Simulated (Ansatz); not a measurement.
**Geometry relaxation, with input and output: GaNH4O**

System: GaNH4O.
Method: RKS B3LYP/def2-SVP (Ansatz 0.2.0).

The input holds or restrains some coordinates. Forces given for the steps count only the free coordinates. It belongs to a series of runs on one base structure; here: pulled along the bonds that form and break, towards end A.

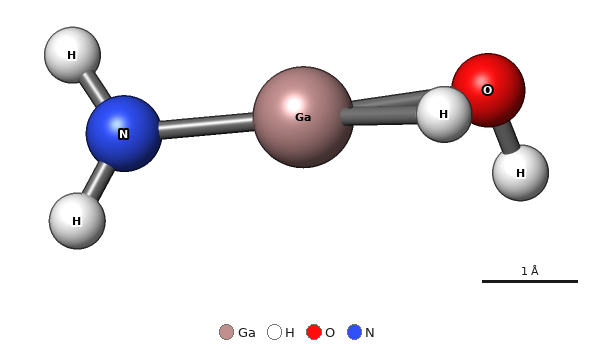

Fig. 1: The structure as given in the input (ball-and-stick view, seen at a tilt). Sticks mark near contacts. Bond lengths as drawn: Ga–H 1.77 Å, Ga–N 1.93 Å, Ga–O 1.99 Å, H–N 1.06 Å and H–O 1.01 Å.

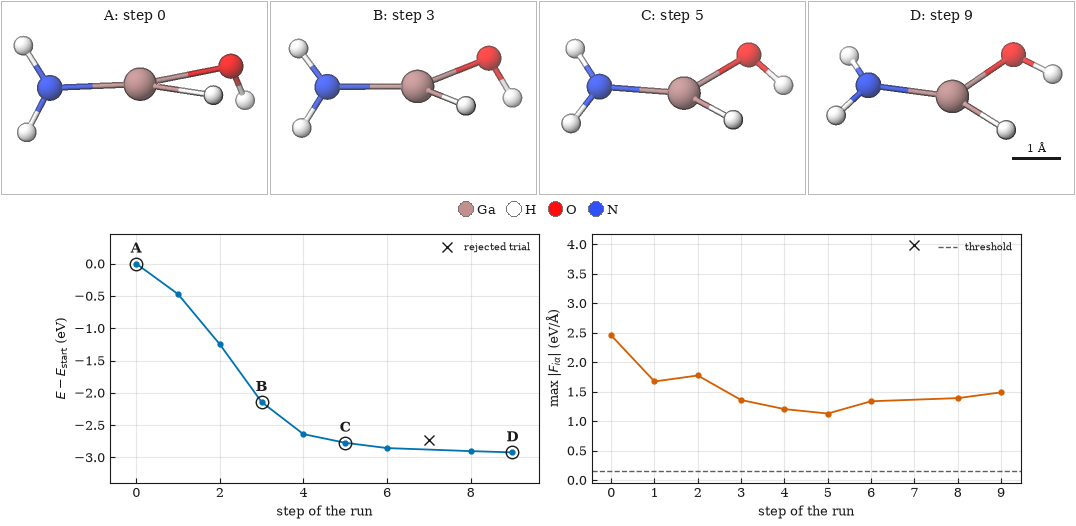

Fig. 2: Frames of the restrained relaxation (ball-and-stick view, seen at a tilt) above the curves, on which the letters mark them (the first geometry is step 0 here and step 1 in the log).

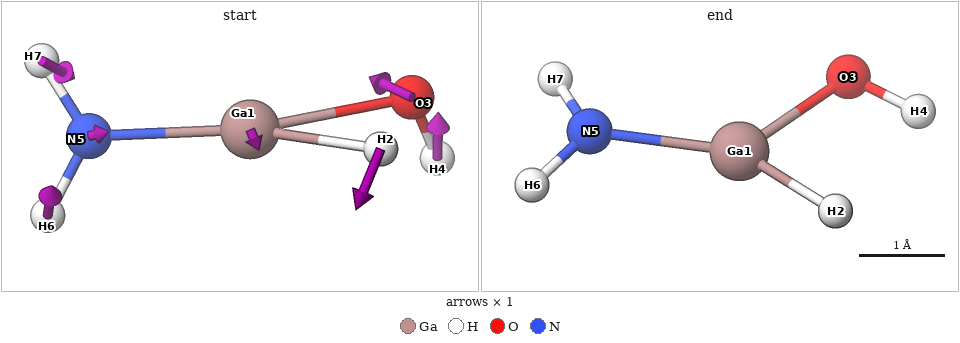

Fig. 3: Before (left) and after (right) the restrained relaxation, at one scale (ball-and-stick view, seen at a tilt). The pink arrows give the displacements, at true length. After 9 geometry steps the energy has fallen by 2.922 eV. Largest force component: 2.5 eV/Å at the start, 1.5 eV/Å at the end. The line search rejected the trial step at point 7 (counted from 0) and went back. The largest move after the best rigid fit is that of H2, 0.80 Å. By element the largest moves are H 0.80 Å, O 0.76 Å, Ga 0.28 Å, N 0.27 Å. Among the contacts that change: Ga1–H2 1.770 → 1.547 Å, Ga1–O3 1.990 → 1.782 Å, Ga1–N5 1.930 → 1.800 Å, O3–H4 1.010 → 0.966 Å. Among the angles that change: H2–Ga1–O3 42.6° → 86.1°, O3–Ga1–N5 160.0° → 127.4°, H2–Ga1–N5 157.4° → 146.3°. (Atoms are counted from 1 in the order of the input.)

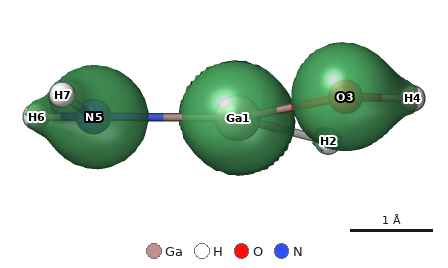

Fig. 4: Isosurface of the electron density at 1.5 e/Å³ (green), seen from the side. At this value the surface falls into four separate pieces. It is pinched off along the Ga–O (1.78 Å) and Ga–N (1.80 Å) contacts. On the grid the lowest density along these lines, outside the cores, is 0.87 e/Å³ (Ga–O, 1.78 Å), 0.93 e/Å³ (Ga–N, 1.80 Å), 2.3 e/Å³ (O–H, 0.97 Å) and 2.2 e/Å³ (N–H, 1.02 Å).

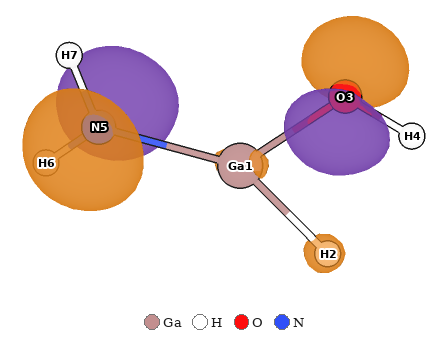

Fig. 5: The HOMO at ±0.2 Å⁻³ᐟ² (orange and purple are the two phases), seen at a tilt. Its energy is −7.08 eV.

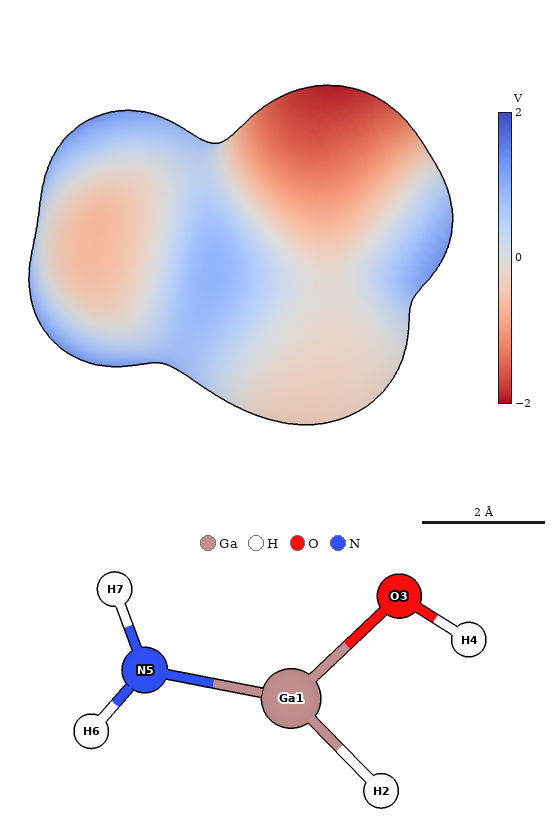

Fig. 6: The molecular electrostatic potential painted on the density surface at 0.001 e/bohr³, seen at a tilt; the colour scale runs from red (negative) to blue (positive). The bare structure is drawn below in the same view. A positive charge is drawn to the negative regions and a negative charge to the positive ones.

These pictures come from the run below.

**Input file**
```yaml
crystal:
  periodic: [false, false, false]
  atoms:
    - { symbol: Ga, position_ang: [0.0, 0.0, 0.0] }
    - { symbol: H, position_ang: [1.0752, 0.0, 1.406] }
    - { symbol: O, position_ang: [1.9596, 0.0, 0.3462] }
    - { symbol: H, position_ang: [2.2595, -0.9519, 0.1913] }
    - { symbol: "N", position_ang: [-1.6714, 0.0, -0.965] }
    - { symbol: H, position_ang: [-2.3403, -0.8164, -0.8664] }
    - { symbol: H, position_ang: [-1.9204, 0.8164, -1.5936] }
basis:
  gaussian: { orbitals: def2-SVP }
hamiltonian:
  xc: b3lyp
relax:
  f_tol: 0.15
  max_steps: 25
  restrain:
    - { distance: [1, 2], at: 2.21, k: 30.0 }
    - { distance: [0, 1], at: 1.57, k: 30.0 }
    - { distance: [0, 2], at: 1.79, k: 30.0 }
output:
  orbitals: {}
```

Run as:
```bash
ansatz run input.yaml --threads 2 --pin off --max-ram 3072MiB --backend cpu --events-out ev --progress --plain --runs-dir out
```

**What the program printed**
```
The last accepted step is kept in [file] (removed where the run ends without a failure and the disk answers)
Engine: ansatz 0.2.0, aarch64-unknown-linux-gnu
Functional definition: B3LYP
  parameter a0 = 0.2
  parameter ax = 0.72
  parameter ac = 0.81
  exchange = (1 - a0 - ax)*slater_x + ax*b88_x + a0*exact_x
  correlation = (1 - ac)*vwn_rpa_c + ac*lyp_c
858 factors; integrals over basis functions are off by at most 2.5e-4 eV
mean field evaluation 1: about -55957.4001 eV, gradient 7.9e1 eV
mean field evaluation 2: about -55888.8293 eV, gradient 1.7e2 eV
mean field evaluation 4: about -55969.2789 eV, gradient 1.2e1 eV
mean field evaluation 8: about -55969.6032 eV, gradient 2.6e-1 eV
mean field evaluation 16: about -55969.6033 eV, gradient 2.6e-5 eV
mean field -55969.60326438 eV, -2056.8449824063 hartree, gradient 2.6e-5 eV, S^2 0.000000; 0 other end points of the search recorded, 0 dependent functions left out
the calculation of the forces begins
reference -55969.60349465 eV, -2056.8449908684 hartree; 25, 25 occupied and 55, 55 virtual orbitals, 858 factors
relax step   1: F+E_penalty+E_count = -55969.60326438 eV  Δ(F+E_penalty+E_count) = +0.000e0 eV  max|allowed force component| = 2.456e0 eV/Å  E_restraint = 11.52469090 eV  max|allowed force component, restraints' pulls added| = 2.042e1 eV/Å  Δτ_max = 0.0000 Å  (27 SCF iters, accepted)
  distance H 1 - O 2 = 1.3803 Å
  distance Ga 0 - H 1 = 1.7700 Å
  distance Ga 0 - O 2 = 1.9899 Å
these checks for a lower state are left out or cut short: starts, cluster_reference, orbital_swaps, neighbouring_geometries, increment
858 factors; integrals over basis functions are off by at most 3.1e-4 eV
mean field -55970.07471325 eV, -2056.8623078326 hartree, gradient 1.4e-5 eV, S^2 0.000000; 0 other end points of the search recorded, 0 dependent functions left out
[... from here on the field's lines of each further geometry are left out, up to the last ...]
relax step   2: F+E_penalty+E_count = -55970.07471325 eV  Δ(F+E_penalty+E_count) = -4.714e-1 eV  max|allowed force component| = 1.673e0 eV/Å  E_restraint = 4.08970945 eV  max|allowed force component, restraints' pulls added| = 1.304e1 eV/Å  Δτ_max = 0.1949 Å  (36 SCF iters, accepted)
relax step   3: F+E_penalty+E_count = -55970.85262612 eV  Δ(F+E_penalty+E_count) = -7.779e-1 eV  max|allowed force component| = 1.775e0 eV/Å  E_restraint = 0.62407216 eV  max|allowed force component, restraints' pulls added| = 5.333e0 eV/Å  Δτ_max = 0.1949 Å  (35 SCF iters, accepted)
relax step   4: F+E_penalty+E_count = -55971.74657670 eV  Δ(F+E_penalty+E_count) = -8.940e-1 eV  max|allowed force component| = 1.359e0 eV/Å  E_restraint = 0.04822949 eV  max|allowed force component, restraints' pulls added| = 1.264e0 eV/Å  Δτ_max = 0.1983 Å  (31 SCF iters, accepted)
relax step   5: F+E_penalty+E_count = -55972.24291562 eV  Δ(F+E_penalty+E_count) = -4.963e-1 eV  max|allowed force component| = 1.205e0 eV/Å  E_restraint = 0.12241975 eV  max|allowed force component, restraints' pulls added| = 1.017e0 eV/Å  Δτ_max = 0.1946 Å  (31 SCF iters, accepted)
relax step   6: F+E_penalty+E_count = -55972.37696622 eV  Δ(F+E_penalty+E_count) = -1.341e-1 eV  max|allowed force component| = 1.129e0 eV/Å  E_restraint = 0.11794428 eV  max|allowed force component, restraints' pulls added| = 9.981e-1 eV/Å  Δτ_max = 0.1993 Å  (29 SCF iters, accepted)
relax step   7: F+E_penalty+E_count = -55972.45884397 eV  Δ(F+E_penalty+E_count) = -8.188e-2 eV  max|allowed force component| = 1.337e0 eV/Å  E_restraint = 0.08725862 eV  max|allowed force component, restraints' pulls added| = 6.249e-1 eV/Å  Δτ_max = 0.1756 Å  (28 SCF iters, accepted)
relax step   8: F+E_penalty+E_count = -55972.33158256 eV  Δ(F+E_penalty+E_count) = +1.273e-1 eV  max|allowed force component| = 3.992e0 eV/Å  E_restraint = 0.07787560 eV  max|allowed force component, restraints' pulls added| = 3.992e0 eV/Å  Δτ_max = 0.1924 Å  (31 SCF iters, rejected (line search))
relax step   9: F+E_penalty+E_count = -55972.50594611 eV  Δ(F+E_penalty+E_count) = -4.710e-2 eV  max|allowed force component| = 1.391e0 eV/Å  E_restraint = 0.08475243 eV  max|allowed force component, restraints' pulls added| = 3.552e-1 eV/Å  Δτ_max = 0.0962 Å  (28 SCF iters, accepted)
the calculation of the forces begins
reference -55972.52591698 eV, -2056.9523879082 hartree; 25, 25 occupied and 55, 55 virtual orbitals, 858 factors
relax step  10: F+E_penalty+E_count = -55972.52569295 eV  Δ(F+E_penalty+E_count) = -1.975e-2 eV  max|allowed force component| = 1.488e0 eV/Å  E_restraint = 0.07783443 eV  max|allowed force component, restraints' pulls added| = 1.472e-1 eV/Å  Δτ_max = 0.1000 Å  (28 SCF iters, accepted)
  distance H 1 - O 2 = 2.2777 Å
  distance Ga 0 - H 1 = 1.5467 Å
  distance Ga 0 - O 2 = 1.7818 Å
858 factors; integrals over basis functions are off by at most 4.6e-4 eV
mean field -55972.52569295 eV, -2056.9523796753 hartree, gradient 1.2e-5 eV, S^2 0.000000; 1 other end points of the search recorded, 0 dependent functions left out
the calculation of the forces begins
reference -55972.52591698 eV, -2056.9523879082 hartree; 25, 25 occupied and 55, 55 virtual orbitals, 858 factors
Total energy: -55972.52591698 eV, -2056.9523879082 hartree
Atom 0 at     0.031211    -0.226900     0.145663 Å, force     0.479193    -0.106891     0.599567 eV/Å
Atom 1 at     0.618842    -0.576545     1.532996 Å, force    -1.196145    -0.362570     0.985566 eV/Å
Atom 2 at     1.720808    -0.020655    -0.381274 Å, force     0.763095     0.370036    -1.488241 eV/Å
Atom 3 at     2.268424    -0.326002     0.352975 Å, force    -0.065841     0.094458    -0.084125 eV/Å
Atom 4 at    -1.458549     0.081932    -0.815587 Å, force    -0.100348     0.008179    -0.127784 eV/Å
Atom 5 at    -2.385382    -0.201543    -0.510807 Å, force     0.109658     0.059240    -0.032178 eV/Å
Atom 6 at    -1.433154     0.317813    -1.805465 Å, force     0.010389    -0.062451     0.147196 eV/Å
Dipole moment:    -0.472350    -0.132059     0.035131 e Å
```

**Trajectory as extended XYZ (Å, eV, eV/Å), 10 frames, from step=1 to step=10**
```
7
Properties=species:S:1:pos:R:3:forces:R:3 step=1 energy=-55969.60326
Ga    0.0000    0.0000    0.0000   -2.4556  -0.0603   0.8640
H     1.0752    0.0000    1.4060    0.3058  -0.2137  -0.8139
O     1.9596    0.0000    0.3462    1.1404  -1.0211  -0.2712
H     2.2595   -0.9519    0.1913   -0.1186   1.1083   0.3771
N    -1.6714    0.0000   -0.9650    0.4176   0.3470  -0.3513
H    -2.3403   -0.8164   -0.8664    0.8112   1.5075  -0.4742
H    -1.9204    0.8164   -1.5936   -0.1008  -1.6677   0.6695
7
Properties=species:S:1:pos:R:3:forces:R:3 step=2 energy=-55970.07471
Ga    0.0494   -0.0003    0.0628   -0.5897  -0.1894   0.8783
H     0.9078    0.0008    1.5058   -1.6733  -0.0038   0.2086
O     2.0111    0.0037    0.1730    0.2533  -1.0082  -1.6559
H     2.2725   -0.9596    0.1874   -0.1300   1.0514  -0.1432
N    -1.6396    0.0028   -0.9552    1.0901   0.1583   0.2989
H    -2.3215   -0.7914   -0.8712    0.8445   1.1981  -0.1652
H    -1.9175    0.7920   -1.5841    0.2050  -1.2065   0.5787
7
Properties=species:S:1:pos:R:3:forces:R:3 step=3 energy=-55970.85263
Ga    0.1229   -0.0076    0.1037   -0.3971  -0.1808   0.1901
H     0.7421    0.0024    1.6084   -1.7749  -0.0519   0.3517
O     2.0308   -0.0087    0.0070   -0.5264  -0.3393  -1.7165
H     2.2689   -0.9442    0.1765   -0.0072   0.4470  -0.0945
N    -1.6002    0.0044   -0.9382    1.4415   0.0438   0.7089
H    -2.2982   -0.7676   -0.8681    0.8448   0.8860   0.0712
H    -1.9041    0.7695   -1.5707    0.4193  -0.8049   0.4891
7
Properties=species:S:1:pos:R:3:forces:R:3 step=4 energy=-55971.74658
Ga    0.1349   -0.0415    0.1272   -0.9049   0.0737   0.0470
H     0.5841   -0.0149    1.6424   -1.3589  -0.2079   0.5837
O     1.9330   -0.0118   -0.1654    0.5009  -1.1461  -1.2751
H     2.2365   -0.9000    0.1691   -0.2119   1.2442  -0.3149
N    -1.5046    0.0070   -0.8937    1.2179  -0.0097   0.6273
H    -2.2155   -0.7280   -0.8174    0.3802   0.3317   0.1980
H    -1.8062    0.7373   -1.5437    0.3767  -0.2860   0.1340
7
Properties=species:S:1:pos:R:3:forces:R:3 step=5 energy=-55972.24292
Ga    0.0791   -0.0906    0.1285    0.2481   0.0093   0.6278
H     0.5509   -0.1725    1.6052   -1.1440  -0.3356   0.8837
O     1.8145   -0.0251   -0.3093    0.9094  -0.5279  -1.2046
H     2.2222   -0.7231    0.2489   -0.1768   0.7871  -0.3032
N    -1.4375    0.0081   -0.8620   -0.4421   0.0163  -0.2670
H    -2.2279   -0.6230   -0.6768    0.3877   0.5409  -0.0137
H    -1.6391    0.6743   -1.6160    0.2177  -0.4900   0.2771
7
Properties=species:S:1:pos:R:3:forces:R:3 step=6 energy=-55972.37697
Ga    0.0734   -0.1849    0.0965    0.3196   0.2122   0.6369
H     0.5447   -0.3021    1.5675   -1.1252  -0.4744   0.8941
O     1.8003   -0.0020   -0.3314    0.9373  -0.3365  -1.1295
H     2.2551   -0.5878    0.3083   -0.1990   0.6264  -0.3645
N    -1.4446    0.0103   -0.8625   -0.2430  -0.0095  -0.1226
H    -2.2948   -0.4734   -0.5633    0.2300   0.3796  -0.1631
H    -1.5720    0.5879   -1.6967    0.0804  -0.3977   0.2486
7
Properties=species:S:1:pos:R:3:forces:R:3 step=7 energy=-55972.45884
Ga    0.0538   -0.1953    0.1104    0.4134   0.0162   0.7013
H     0.5763   -0.4344    1.5503   -1.1798  -0.4221   0.9053
O     1.7677   -0.0065   -0.3502    0.9056   0.0452  -1.3374
H     2.2721   -0.4825    0.3319   -0.2108   0.3617  -0.2386
N    -1.4737    0.1070   -0.8051   -0.1064   0.1402  -0.5840
H    -2.3256   -0.3859   -0.5409    0.1121   0.1999  -0.0714
H    -1.5085    0.4457   -1.7780    0.0659  -0.3411   0.6249
7
Properties=species:S:1:pos:R:3:forces:R:3 step=8 energy=-55972.33158 accepted=F
Ga    0.0287   -0.1959    0.1113    0.6400  -0.2625   0.9054
H     0.6063   -0.5823    1.5046   -1.2390  -0.2417   0.8917
O     1.7261   -0.0764   -0.4164    1.7986  -0.0022   0.0462
H     2.2658   -0.3040    0.4036   -1.0496   0.4601  -1.6456
N    -1.4760    0.1732   -0.8028    0.1593  -0.3296   3.4542
H    -2.3429   -0.2553   -0.5410   -0.5422  -0.2040   0.3398
H    -1.4458    0.2887   -1.7407    0.2329   0.5798  -3.9916
7
Properties=species:S:1:pos:R:3:forces:R:3 step=9 energy=-55972.50595
Ga    0.0394   -0.2146    0.1359    0.4135  -0.0086   0.5610
H     0.6024   -0.5080    1.5476   -1.1925  -0.3992   0.9460
O     1.7368   -0.0085   -0.3678    0.8481   0.2099  -1.3908
H     2.2683   -0.4060    0.3381   -0.1269   0.2220  -0.1664
N    -1.4630    0.1012   -0.8132   -0.0974   0.0147  -0.2400
H    -2.3543   -0.2956   -0.5243    0.0988   0.1346  -0.0650
H    -1.4674    0.3797   -1.7977    0.0564  -0.1734   0.3552
7
Properties=species:S:1:pos:R:3:forces:R:3 step=10 energy=-55972.52569
Ga    0.0312   -0.2269    0.1457    0.4792  -0.1069   0.5996
H     0.6188   -0.5765    1.5330   -1.1961  -0.3626   0.9856
O     1.7208   -0.0207   -0.3813    0.7631   0.3700  -1.4882
H     2.2684   -0.3260    0.3530   -0.0658   0.0945  -0.0841
N    -1.4585    0.0819   -0.8156   -0.1003   0.0082  -0.1278
H    -2.3854   -0.2015   -0.5108    0.1097   0.0592  -0.0322
H    -1.4332    0.3178   -1.8055    0.0104  -0.0625   0.1472
```

**Results in brief**

```tsv
quantity	value
outcome	converged under the restraints of the input
total energy	−55972.5259 eV
mean-field energy	−55972.5259 eV
largest force (length of the vector) at the end, held atoms and coordinates included	1.713 eV/Å
hardware	2 threads of Arm Neoverse V2, 24 GiB of memory available, shared host
wall time	15 s (CPU time 28 s)
peak memory	0.15 GiB
```
